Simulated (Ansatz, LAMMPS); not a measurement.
# Zn in place of Al at several sites of 42Ga2O3-58Al2O3 (mol %) with crystalline order left by the classical run (95 atoms), part 3 of 4

At which site of 42Ga2O3-58Al2O3 (mol %) with crystalline order left by the classical run (95 atoms) does Zn in place of Al cost least, and what about the site decides it?

Ansatz 0.2.0; Kohn-Sham DFT, PBEsol, PAW (set soft_2), plane waves.

The cell: 16 Ga, 22 Al and 57 O. The quench rate of 100 K/ps is many orders above laboratory rates. The network of bonds at the start is that of the classical potential that made the cell. Only the Γ point is sampled, in a cell whose shortest periodic width is 10 Å.

So far. Step 6 (Zn on a site of Al, site Al37): The relaxation converged after 11 steps, 1.09 eV below its start, with a largest force component of 0.016 eV/Å.

## Step 7: Zn on a site of Al, site Al22

The site has 5 bonded neighbours (O5) at 1.86 Å on average. 

Contents of input.yaml:

```yaml
crystal:
  lattice:
    - [9.81985, 0.0, 0.0]
    - [0.0, 9.81985, 0.0]
    - [0.0, 0.0, 9.81985]
  atoms:
    [... atom lines 1 to 18 left out ...]
    - { symbol: Al, position: [0.62906, 0.33099, 0.87033] }
    - { symbol: Al, position: [0.6783, 0.26716, 0.60134] }
    - { symbol: Al, position: [0.1554, 0.26065, 0.99374] }
    - { symbol: Zn, position: [0.40342, 0.46909, 0.92949], spin: 0.6 }
    - { symbol: Al, position: [0.06336, 0.7817, 0.27196] }
    - { symbol: Al, position: [0.88782, 0.01244, 0.44103] }
    - { symbol: Al, position: [0.34558, 0.74467, 0.42491] }
    [... atom lines 26 to 95 left out ...]
magnetization:
  spin_polarized: true
kpoints:
  mp_grid: { grid: [1, 1, 1] }
hamiltonian:
  xc: pbesol
scf:
  occupations: { method: fermi_dirac, width: 0.025 }
  lower_state_search: "off"
output:
  forces: true
  eigenvalues: true
relax:
  f_tol: 0.05
  max_steps: 90
```

Run with:

```console
$ ansatz run input.yaml --threads 4 --pin off --max-ram 8192MiB --backend cpu --events-out ev --progress --plain --runs-dir out
```

Numbers of over 12 decimals in the logs are rounded to 6 here.

What it wrote:

```text
[...]
Crystal: 95 atoms, lattice volume = 946.923 Å³
Basis set: ecut = 420 eV, 18613 PW (Γ), exchange–correlation on 144×144×144 points (8 copies of the dense FFT grid, shifted against one another)
Bands: 410, of which v1, the nominal top of the filled ones, is band 313 counted from 1 (312 counted from 0)
Symmetry: 1 space group operations
[...]
k-points: 1
[...]
Starting moments: Σ|m| = 3.6 μB on 6 of 95 sites
[...]
SCF iter   1: F=—  HF=-106269.428984 eV  |F-HF|=—  |Δ(HF+E_count)|=         —  Δρ=6.24e-2 (↑5.63e-2 ↓6.24e-2)  dr2=9.83e1  dr2_m=1.80e0  M=0.960 μB ∫|m|=1.436 μB  β_m=0.30  ethr=3.10e-3  ⟨swp⟩=6.0  Hψ=3250  notcnv=0  defer=33
[...]
SCF iter   8: F=—  HF=-106234.997887 eV  |F-HF|=—  |Δ(HF+E_count)|=   3.62e-2  Δρ=1.72e-3 (↑7.46e-4 ↓1.72e-3)  dr2=3.71e-2  dr2_m=3.84e-3  M=0.999 μB ∫|m|=1.119 μB  β_m=0.50  ethr=6.61e-6  ⟨swp⟩=2.0  Hψ=1369  notcnv=0  defer=182
[...]
SCF iter  12: F=-106234.990352 eV  HF=-106234.990358 eV  |F-HF|=6.05e-6  |Δ(HF+E_count)|=   8.51e-7  Δρ=2.86e-5 (↑1.34e-5 ↓2.86e-5)  dr2=1.37e-5  dr2_m=8.05e-7  M=0.998 μB ∫|m|=1.103 μB  β_m=0.75  ethr=1.00e-8  ⟨swp⟩=13.0  Hψ=4360  notcnv=0
SCF iter  13: F=-106234.990359 eV  HF=-106234.990360 eV  |F-HF|=1.33e-6  |Δ(HF+E_count)|=   2.09e-6  Δρ=1.09e-5 (↑7.46e-6 ↓1.09e-5)  dr2=2.54e-6  dr2_m=7.56e-8  M=0.998 μB ∫|m|=1.103 μB  ethr=2.19e-9  ⟨swp⟩=2.0  Hψ=2428  notcnv=0
SCF 1 converged in 13 iterations: F = -106234.990359 eV  dr2 = 2.54e-6
[...]
relax step   1: F+E_penalty+E_count = -106234.99035902 eV  Δ(F+E_penalty+E_count) = +0.000e0 eV  max|allowed force component| = 1.985e0 eV/Å  Δτ_max = 0.0000 Å  (13 SCF iters, dr2 threshold 6.25e-5 eV, accepted)
[... from here on, the SCF cycles and remarks between the steps are left out ...]
relax step   2: F+E_penalty+E_count = -106235.31842881 eV  Δ(F+E_penalty+E_count) = -3.281e-1 eV  max|allowed force component| = 1.121e0 eV/Å  Δτ_max = 0.0460 Å  (7 SCF iters, dr2 threshold 1.00e-4 eV, accepted)
relax step   3: F+E_penalty+E_count = -106235.55517870 eV  Δ(F+E_penalty+E_count) = -2.367e-1 eV  max|allowed force component| = 2.066e-1 eV/Å  Δτ_max = 0.0838 Å  (10 SCF iters, dr2 threshold 7.85e-5 eV, accepted)
relax step   4: F+E_penalty+E_count = -106235.06167000 eV  Δ(F+E_penalty+E_count) = +4.935e-1 eV  max|allowed force component| = 1.011e0 eV/Å  Δτ_max = 0.2000 Å  (14 SCF iters, dr2 threshold 2.67e-6 eV, rejected (line search))
relax step   5: F+E_penalty+E_count = -106235.64297769 eV  Δ(F+E_penalty+E_count) = -8.780e-2 eV  max|allowed force component| = 1.388e-1 eV/Å  Δτ_max = 0.0698 Å  (15 SCF iters, accepted)
relax step   6: F+E_penalty+E_count = -106235.66489667 eV  Δ(F+E_penalty+E_count) = -2.192e-2 eV  max|allowed force component| = 2.315e-1 eV/Å  Δτ_max = 0.1000 Å  (14 SCF iters, accepted)
relax step   7: F+E_penalty+E_count = -106235.69231540 eV  Δ(F+E_penalty+E_count) = -2.742e-2 eV  max|allowed force component| = 3.234e-1 eV/Å  Δτ_max = 0.1500 Å  (12 SCF iters, dr2 threshold 2.42e-5 eV, accepted)
relax step   8: F+E_penalty+E_count = -106235.72223700 eV  Δ(F+E_penalty+E_count) = -2.992e-2 eV  max|allowed force component| = 2.089e-1 eV/Å  Δτ_max = 0.0362 Å  (8 SCF iters, dr2 threshold 1.00e-4 eV, accepted)
relax step   9: F+E_penalty+E_count = -106235.76458511 eV  Δ(F+E_penalty+E_count) = -4.235e-2 eV  max|allowed force component| = 2.647e-1 eV/Å  Δτ_max = 0.1411 Å  (11 SCF iters, dr2 threshold 1.82e-5 eV, accepted)
relax step  10: F+E_penalty+E_count = -106235.83954158 eV  Δ(F+E_penalty+E_count) = -7.496e-2 eV  max|allowed force component| = 3.409e-1 eV/Å  Δτ_max = 0.1949 Å  (12 SCF iters, dr2 threshold 2.93e-5 eV, accepted)
relax step  11: F+E_penalty+E_count = -106235.90509037 eV  Δ(F+E_penalty+E_count) = -6.555e-2 eV  max|allowed force component| = 5.032e-1 eV/Å  Δτ_max = 0.1961 Å  (12 SCF iters, dr2 threshold 1.00e-4 eV, accepted)
relax step  12: F+E_penalty+E_count = -106235.93744504 eV  Δ(F+E_penalty+E_count) = -3.235e-2 eV  max|allowed force component| = 6.802e-1 eV/Å  Δτ_max = 0.2000 Å  (10 SCF iters, dr2 threshold 1.00e-4 eV, accepted)
relax step  13: F+E_penalty+E_count = -106236.11488819 eV  Δ(F+E_penalty+E_count) = -1.774e-1 eV  max|allowed force component| = 4.217e-1 eV/Å  Δτ_max = 0.2000 Å  (10 SCF iters, dr2 threshold 1.00e-4 eV, accepted)
relax step  14: F+E_penalty+E_count = -106236.20997964 eV  Δ(F+E_penalty+E_count) = -9.509e-2 eV  max|allowed force component| = 3.737e-1 eV/Å  Δτ_max = 0.2000 Å  (11 SCF iters, dr2 threshold 6.84e-5 eV, accepted)
relax step  15: F+E_penalty+E_count = -106236.27234898 eV  Δ(F+E_penalty+E_count) = -6.237e-2 eV  max|allowed force component| = 1.776e-1 eV/Å  Δτ_max = 0.0524 Å  (10 SCF iters, dr2 threshold 5.37e-5 eV, accepted)
relax step  16: F+E_penalty+E_count = -106236.25603154 eV  Δ(F+E_penalty+E_count) = +1.632e-2 eV  max|allowed force component| = 4.043e-1 eV/Å  Δτ_max = 0.2000 Å  (13 SCF iters, dr2 threshold 7.12e-6 eV, rejected (line search))
relax step  17: F+E_penalty+E_count = -106236.30652791 eV  Δ(F+E_penalty+E_count) = -3.418e-2 eV  max|allowed force component| = 1.203e-1 eV/Å  Δτ_max = 0.0992 Å  (15 SCF iters, accepted)
relax step  18: F+E_penalty+E_count = -106236.29167612 eV  Δ(F+E_penalty+E_count) = +1.485e-2 eV  max|allowed force component| = 2.026e-1 eV/Å  Δτ_max = 0.1000 Å  (12 SCF iters, dr2 threshold 3.27e-6 eV, rejected (line search))
relax step  19: F+E_penalty+E_count = -106236.32247459 eV  Δ(F+E_penalty+E_count) = -1.595e-2 eV  max|allowed force component| = 7.435e-2 eV/Å  Δτ_max = 0.0487 Å  (15 SCF iters, accepted)
relax step  20: F+E_penalty+E_count = -106236.32699589 eV  Δ(F+E_penalty+E_count) = -4.521e-3 eV  max|allowed force component| = 1.199e-1 eV/Å  Δτ_max = 0.0500 Å  (14 SCF iters, accepted)
relax step  21: F+E_penalty+E_count = -106236.31376105 eV  Δ(F+E_penalty+E_count) = +1.323e-2 eV  max|allowed force component| = 1.262e-1 eV/Å  Δτ_max = 0.0750 Å  (11 SCF iters, dr2 threshold 5.49e-6 eV, rejected (line search))
relax step  22: F+E_penalty+E_count = -106236.33047079 eV  Δ(F+E_penalty+E_count) = -3.475e-3 eV  max|allowed force component| = 3.161e-2 eV/Å  Δτ_max = 0.0213 Å  (14 SCF iters, accepted)
SCF converged after 14 iterations
Magnetization: 0.9968 μB (312.9984 up, 312.0016 down)
Absolute magnetization: 1.1094 μB (∫|ρ↑−ρ↓|, with the PAW one-centre terms)
[...]
Per-site moments (μB) at R_I (Å): [(7.975696978367159e-6, 0.766686), (-2.7909314345911626e-6, 0.782235), (7.4321062508386575e-6, 0.776956), (7.087979487813717e-6, 0.762713), (0.000306822, 0.741999), [...]
Free energy (F): -106236.330471 eV
[...]
Internal energy: -106236.315595 eV  (E = F + TS)
E sigma→0 (E₀):  -106236.323033 eV
Entropy (-TS):   -0.014876 eV (-0.157 meV/atom)
Fermi energy:    7.495934 eV
[...]
Σ components = -106236.330471   (vs F -106236.330471, Δ=0.00e0)
--- Forces (eV/Å), atoms counted from 1 ---
  atom   1  Ga    -0.01256100    -0.01373367     0.01046286
  atom   2  Ga     0.01157754     0.02505716    -0.00038684
  atom   3  Ga    -0.01110483     0.00558866    -0.00191071
  atom   4  Ga     0.01370160     0.00931730     0.00897124
[...]
atom  95  O      0.00197293     0.00011907     0.00369806
  max |Σ_I F_I| component: 2.54e-5 eV/Å
--- Band table (eV) ---
[...]
--- Relaxed structure (22 steps of the walk, 18 accepted, 0 SCFs on fresh bases) ---
  F+E_penalty+E_count = -106236.33047079 eV   max|allowed force component| = 3.161e-2 eV/Å
  atoms:
    - { symbol: Ga, position: [0.438050, 0.925275, 0.704772] }
    - { symbol: Ga, position: [0.223193, 0.697659, 0.727485] }
    - { symbol: Ga, position: [0.710208, 0.046791, 0.880856] }
    - { symbol: Ga, position: [0.194776, 0.816572, 0.00936119] }
[...]
- { symbol: O, position: [0.645628, 0.850770, 0.272944] }
```

Wall time 12 min (4 threads of Arm Neoverse V2, shared host); peak memory 2.4 GiB.

The relaxation converged after 22 steps, 1.34 eV below its start, with a largest force component of 0.032 eV/Å.

## Step 8: Zn on a site of Al, site Al36

The site has 4 bonded neighbours (O4) at 1.76 Å on average. 

Input and log are left out; they have the form of those shown for this kind of step.

Elapsed: 6 min, on 4 threads of Arm Neoverse V2, shared host; peak memory 2.4 GiB.

The relaxation converged after 12 steps, 1.10 eV below its start, with a largest force component of 0.038 eV/Å.

The surroundings of the Zn atom, after relaxation, nearest first, numbered as they follow in the input and with coordinates relative to it.

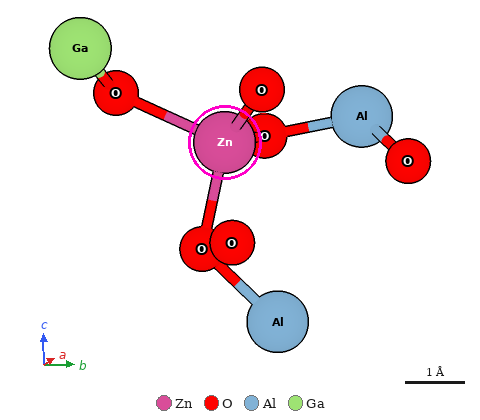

The atoms of the table, within 3.2 Å (arrows a, b, c point along x, y, z); some may hide others; the central atom is ringed.

```
atom      x      y      z  distance (Å)  bonds  moment (μB)
Zn36   0.00   0.00   0.00          0.00      4         0.06
 O84   1.69   0.24   0.68          1.84      2         0.53
 O86  -0.52  -0.28  -1.76          1.86      3         0.04
 O46  -1.55   1.09   0.35          1.93      3         0.02
 O57  -0.83  -1.68   0.93          2.09      4         0.00
Al30  -0.89   2.64   0.63          2.85      4         0.00
 Ga1   0.66  -2.68   1.47          3.12      5         0.00
 O55   0.59   3.07  -0.33          3.14      3         0.00
Al31  -0.68   1.06  -2.96          3.22      6         0.00
 O78   2.43  -0.50  -2.06          3.22      3         0.03
```

The column of bonds counts only the pairs O-Al within 2.43 Å, O-Ga within 2.33 Å, O-Zn within 2.48 Å; other neighbours, such as metal atoms beside each other in a compound, aren't counted, and periodic images can show an atom twice.

The largest move is 0.46 Å, by Al20.

## Step 9: Zn on a site of Al, site Al38

The site has 6 bonded neighbours (O6) at 1.89 Å on average. 

Input and log are left out; they have the form of those shown for this kind of step.

The job ended after 4.5 min (4 threads of Arm Neoverse V2, shared host; peak memory 2.3 GiB; 18 min of CPU time).

The relaxation converged after 9 steps, 0.618 eV below its start, with a largest force component of 0.022 eV/Å.

The surroundings of the Zn atom, after relaxation, nearest first, numbered as they follow in the input and with coordinates relative to it.

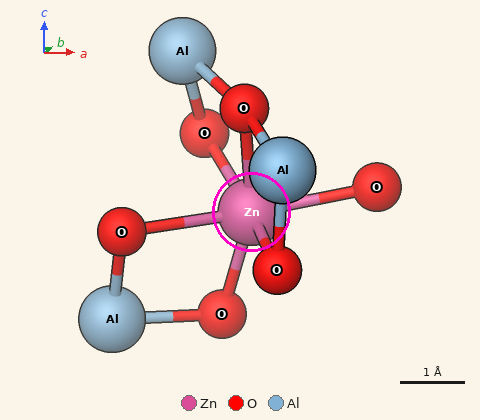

The atoms of the table, within 2.8 Å (arrows a, b, c point along x, y, z); some may hide others; the central atom is ringed.

```
atom      x      y      z  distance (Å)  bonds  moment (μB)
Zn38   0.00   0.00   0.00          0.00      6         0.17
 O51  -0.58   0.57  -1.69          1.87      3         0.13
 O70  -0.99   1.32   1.08          1.97      3         0.17
 O74   0.06  -0.97   1.74          1.99      3         0.17
 O71   0.72  -1.73  -0.72          2.01      3         0.13
 O93   1.90   0.53   0.37          2.01      3         0.00
 O78  -1.87  -1.11  -0.23          2.19      3         0.01
Al24   0.91  -2.29   0.92          2.63      4         0.00
Al20  -1.14   0.23   2.50          2.76      5         0.00
Al28  -2.18  -0.26  -1.71          2.78      5         0.00
```

The column of bonds counts only the pairs O-Al within 2.48 Å, O-Ga within 2.33 Å, O-Zn within 2.50 Å; other neighbours, such as metal atoms beside each other in a compound, aren't counted, and periodic images can show an atom twice.

The largest move is 0.21 Å, by O93.

(Continued in part 4 of 4.)

[Logs are printed without paths, hosts, clocks, repeated set-up lines and the standing remarks that a program may print on its own settings, such as how far it seeks lower states.]

[Hosts, paths, dates, database ids (printed as entryN), source tags and the programs' standing remarks are cut or masked in the printed files.]
